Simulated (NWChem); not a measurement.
**WOF4 (SMILES O=[W](F)(F)(F)F) at B3LYP/def2-SVP (core potential)**

What is the vertical singlet–triplet gap of WOF4 at B3LYP/def2-SVP (core potential)? 

Program for the calculation: NWChem 7.3.0.

7 further runs of the same task are left out: 5 that didn't finish, 2 set aside as unsound or not needed.

**1. The system as given**

WOF4 has 6 atoms, charge 0, and is taken as a singlet. As SMILES, `O=[W](F)(F)(F)F`. Geometry: relaxed at PBE0-D4/def2-TZVP.

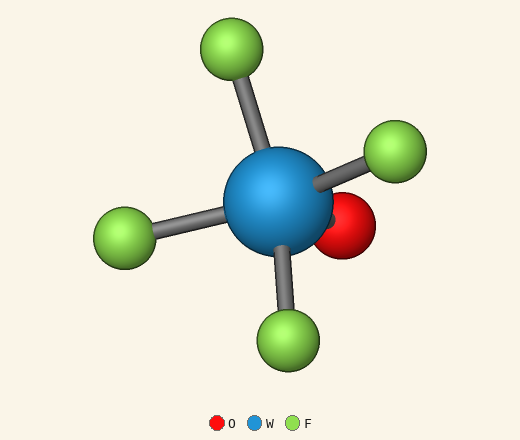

Viewed from a chosen angle; oxygen red, tungsten blue, fluorine green.

**2. Energy and gradient at B3LYP/def2-SVP (core potential)**

File f4ow.nw:

```
start f4ow
memory stack 880 mb heap 220 mb global 1100 mb

geometry units au noautosym nocenter noautoz
O     -3.07787253    -0.46663007    -0.89040116
W     -0.07704413    -0.01167851    -0.02227987
F     -0.23383471     2.20591510     2.67005073
F      1.01041766     2.72199930    -1.90255737
F      1.81158595    -1.96673246    -2.21360629
F      0.56672886    -2.48289226     2.35883174
end

basis spherical bse
O library def2-SVP
W library def2-SVP
F library def2-SVP
end

ecp bse
W library def2-SVP
end

dft
xc b3lyp
grid fine
convergence energy 1e-08
maxiter 100
mulliken
end

task dft gradient
```

Command:

```
$ nwchem f4ow.nw > f4ow.out
```

The program printed:

```text
[...]
          Wavefunction type:  closed shell.
          No. of atoms     :     6
          No. of electrons :    58
[...]
          Charge           :     0
          Spin multiplicity:     1
[...]
          AO basis - number of functions:   102
[...]
              XC Information
              --------------
                         B3LYP Method XC Potential
                     Hartree-Fock (Exact) Exchange  0.200
                        Slater Exchange Functional  0.800 local
                    Becke 1988 Exchange Functional  0.720 non-local
              Lee-Yang-Parr Correlation Functional  0.810
                  VWN I RPA Correlation Functional  0.190 local
[...]
 d= 0,ls=0.0,diis     1   -541.0009990203 -8.67D+02  5.25D-02  4.93D+00     7.1
[...]
 d= 0,ls=0.0,diis    12   -541.5927795508 -1.17D-09  4.87D-08  1.98D-11    49.4
         Total DFT energy =     -541.592779550768
      One electron energy =    -1422.629209908955
           Coulomb energy =      612.728308607728
    Exchange-Corr. energy =      -58.035917223841
 Nuclear repulsion energy =      326.344038974300
[...]
      Total Density - Mulliken Population Analysis
     ---------------------------------------------
    Atom       Charge   Shell Charges
 -----------   ------   -------------------------------------------------------
    1 O    8     8.26   1.99  1.13  0.77  2.77  1.59  0.01
    2 W   14    12.50   0.04 -0.37  1.91  0.49  0.26 -0.00  5.66  0.53  0.19  3.06  0.44  0.30
    3 F    9     9.31   1.99  1.13  0.82  3.34  2.03  0.00
    4 F    9     9.31   1.99  1.13  0.82  3.34  2.03  0.00
    5 F    9     9.31   1.99  1.13  0.82  3.34  2.03  0.00
    6 F    9     9.31   1.99  1.13  0.82  3.34  2.03  0.00
[...]
  wavefunction    = closed shell
                         DFT ENERGY GRADIENTS
    atom               coordinates                        gradient
                 x          y          z           x          y          z
   1 O      -3.077873  -0.466630  -0.890401    0.016099   0.002441   0.004657
   2 W      -0.077044  -0.011679  -0.022280   -0.004336  -0.000653  -0.001251
   3 F      -0.233835   2.205915   2.670051    0.000558  -0.007584  -0.009203
   4 F       1.010418   2.721999  -1.902557   -0.003700  -0.009349   0.006436
   5 F       1.811586  -1.966732  -2.213606   -0.006437   0.006689   0.007498
   6 F       0.566729  -2.482892   2.358832   -0.002183   0.008456  -0.008137
[...]
```

It took 62 s on 1 thread of Intel Xeon Platinum 8259CL at 2.50GHz (Skylake/Cascade Lake), shared host; peak memory 0.14 GiB.

**3. The triplet: a single-point energy at UB3LYP/def2-SVP (core potential)**

File run.py:

```python
from ase import Atoms
from ase.calculators.nwchem import NWChem

atoms = Atoms('OWFFFF', positions=[
    [-1.628740, -0.246930, -0.471180],
    [-0.040770, -0.006180, -0.011790],
    [-0.123740, 1.167320, 1.412930],
    [0.534690, 1.440420, -1.006790],
    [0.958650, -1.040750, -1.171390],
    [0.299900, -1.313890, 1.248240],
])

calc = NWChem(
    label='work',
    theory='dft',
    memory='2200 mb',
    basis='def2-SVP',
    basispar='spherical bse',
    dft={'xc': 'b3lyp', 'mult': '3', 'grid': 'fine', 'convergence': 'energy 1e-08', 'iterations': '100', 'mulliken': None},
    task='energy',
    **{'ecp bse': {'W library': 'def2-SVP'}},
)
atoms.calc = calc

print("Total energy (eV):", round(atoms.get_potential_energy(), 6))
```

Command:

```
$ export ASE_NWCHEM_COMMAND="nwchem PREFIX.nwi > PREFIX.nwo"
$ python run.py
```

The program printed:

```text
Total energy (eV): -14731.756055
```

The calculator wrote work.nwi:

```
title "work"

permanent_dir work

scratch_dir work

start work

geometry units angstrom nocenter noautosym noautoz
  O  -1.6287400000000001e+00 -2.4693000000000001e-01 -4.7117999999999999e-01
  W  -4.0770000000000001e-02 -6.1799999999999997e-03 -1.1790000000000000e-02
  F  -1.2374000000000000e-01 1.1673199999999999e+00 1.4129300000000000e+00
  F  5.3469000000000000e-01 1.4404200000000000e+00 -1.0067900000000001e+00
  F  9.5865000000000000e-01 -1.0407500000000001e+00 -1.1713899999999999e+00
  F  2.9990000000000000e-01 -1.3138900000000000e+00 1.2482400000000000e+00
end

memory 2200 mb

basis spherical bse noprint
   * library def2-SVP
end

dft
  xc b3lyp
  mult 3
  grid fine
  convergence energy 1e-08
  iterations 100
  mulliken
end
ecp bse
  W library def2-SVP
end

task dft energy
```

work.nwo:

```text
Northwest Computational Chemistry Package (NWChem) 7.3.0
             --------------------------------------------------------

           Job information
           ---------------

    nwchem branch   = 7.3.0
    use scalapack   = T
    input           = work.nwi
    prefix          = work.
    data base       = work/work.db
    status          = startup
    nproc           =        1

           Memory information
           ------------------

    heap     =     72089596 doubles =      550.0 Mbytes
    stack    =     72089601 doubles =      550.0 Mbytes
    global   =    144179200 doubles =     1100.0 Mbytes (distinct from heap & stack)
    total    =    288358397 doubles =     2200.0 Mbytes
    verify   = yes
    hardfail = no

           Directory information
           ---------------------

  0 permanent = work
  0 scratch   = work

[... 103 lines left out ...]
  convergence criterion.
[... 17 lines left out ...]
          Convergence on gradient requested:  5.00D-04
[... 26 lines left out ...]
          Convergence aids based upon iterative change in
[... 28 lines left out ...]
 1-e energy   =   -1421.384899
[... 55 lines left out ...]
         Total DFT energy =     -541.382053888462
[... 2 lines left out ...]
    Exchange-Corr. energy =      -58.076794940206
[... 729 lines left out ...]
                     DFT Final Beta Molecular Orbital Analysis
[... 817 lines left out ...]
   alpha    101    102
    beta    101    102
 overlap   1.000  1.000

     --------------------------
     Expectation value of S2:
     --------------------------
      <S2> =      2.0078 (Exact =     2.0000)

 center of mass
 --------------
 x =  -0.01255576 y =  -0.00190346 z =  -0.00362432

 moments of inertia (a.u.)
 ------------------
         843.107986767261          28.838770502108          55.034642359466
          28.838770502108         657.242103133707           8.355237416077
          55.034642359466           8.355237416077         668.785387576192

     Multipole analysis of the density
     ---------------------------------

     L   x y z        total         alpha         beta         nuclear
     -   - - -        -----         -----         ----         -------
     0   0 0 0     -0.000000    -30.000000    -28.000000     58.000000

     1   1 0 0      0.617134     -1.542039     -0.533308      2.692482
[... 8 lines of this table left out ...]
     2   0 0 2    -37.272090   -121.250096   -113.288748    197.266753

 Task  times  cpu:      114.4s     wall:      114.4s
 Total times  cpu:      114.5s     wall:      114.5s
```

It took 1.9 min on 1 thread of Intel Xeon Platinum 8259CL at 2.50GHz (Skylake/Cascade Lake), shared host; peak memory 0.12 GiB.

**4. What came out**

At B3LYP/def2-SVP (core potential):

| quantity | value |
| --- | --- |
| singlet: total energy | -541.59278 Eh |
| singlet: dipole moment | 0.40 D |
| singlet: HOMO energy | -11.33 eV |
| singlet: LUMO energy | -4.31 eV |
| singlet: HOMO–LUMO gap | 7.01 eV |
| singlet: largest force on an atom | 0.871 eV/Å |
| triplet: total energy | -541.38205 Eh |
| triplet: dipole moment | 1.65 D |
| triplet: HOMO energy (highest over α and β) | -5.84 eV |
| triplet: ⟨S²⟩ | 2.008 |
| vertical energy of the triplet above the singlet | 5.734 eV |

**Reading.** At this shape the triplet lies 5.73 eV (553 kJ/mol) above the singlet. The largest force (singlet) is 0.87 eV/Å: the shape isn't a stationary point for this species at this level. Mulliken charges (triplet) run from -0.31 on O1 to +1.25 on W2.
